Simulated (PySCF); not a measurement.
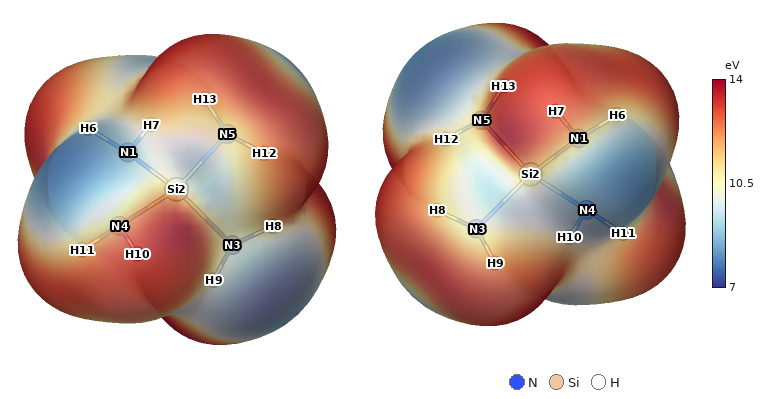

Figure. H$_{8}$N$_{4}$Si, SMILES `N[Si](N)(N)N`. Average local ionisation energy on the surface of electron density 0.001 a.u. (back view left, front view right).

PySCF calculation, PBE0/def2-TZVP, gas phase; geometry: GFN2-xTB. No frequency check shows the geometry to be a minimum.

> Where are the most loosely bound electrons on this surface?

The lowest value is 7.8 eV, 2.1 Å from N3, and at like points elsewhere. Further minima include 9.0 eV, near H11 (1.86 Å), H10 (1.91 Å) and N4 (2.04 Å), and at like points elsewhere. For comparison, the highest occupied orbital lies at −6.8 eV.

> What volume does the surface enclose, and what is the dipole moment?

About 125 Å³; the dipole moment is 0.0 D.

Run time: 21 s on 1 thread of Intel(R) Xeon(R) Platinum 8259CL CPU @ 2.50GHz (Skylake/Cascade Lake) (shared host), peak memory 0.79 GiB.
